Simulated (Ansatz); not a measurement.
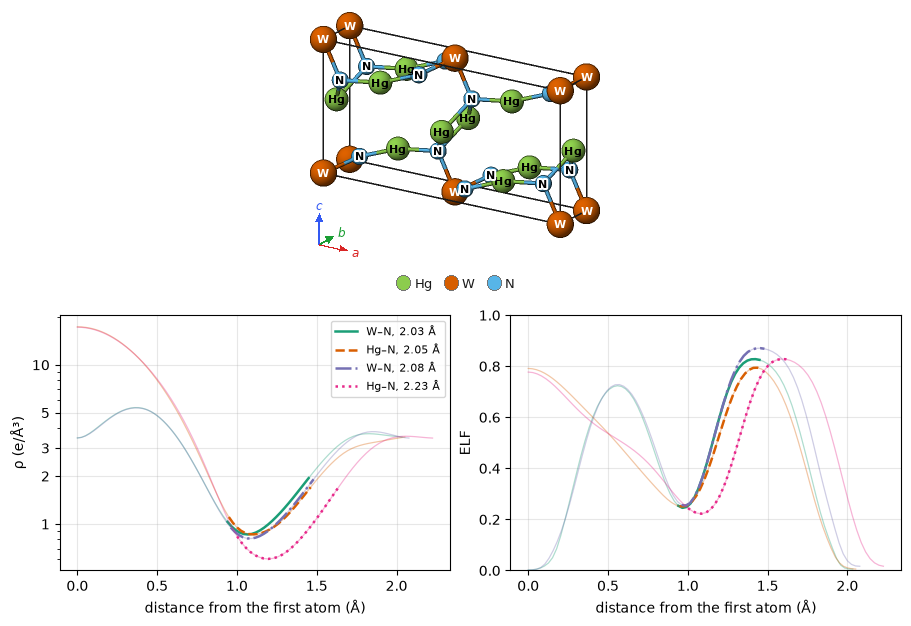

*Hg3WN4. Valence charge density (pseudo) and electron localisation function along straight lines between neighbouring atoms. Thin, pale parts lie inside the atomic spheres. The structure is drawn too.*

Space group C2/m; a structure from a database of computed crystals, not necessarily the ambient phase; started from the Ca3MnO4-12 prototype, which need not be the ambient phase.

Method: Ansatz 0.2.0, DFT, r2SCAN+rVV10, plane waves, PAW.

Core electrons are frozen (PAW), and the valence fields are smoothed inside the atomic spheres.

Question: What can be read from the curves?

Answer: W–N (2.03 Å): the density is about 0.88 e/Å³ at the midpoint; the ELF peaks at about 0.85 in the valence shell of N, 0.6 Å from its nucleus, and is about 0.25 at the midpoint.
Hg–N (2.05 Å): the density is about 0.91 e/Å³ at the midpoint; the ELF peaks at about 0.80 in the valence shell of N, 0.6 Å from its nucleus, and is about 0.25 at the midpoint.
W–N (2.08 Å): the density is about 0.82 e/Å³ at the midpoint; the ELF peaks at about 0.85 in the valence shell of N, 0.6 Å from its nucleus, and is about 0.30 at the midpoint.
Hg–N (2.23 Å): the density is about 0.64 e/Å³ at the midpoint; the ELF peaks at about 0.85 in the valence shell of N, 0.6 Å from its nucleus, and drops to about 0.20 between the two atoms.
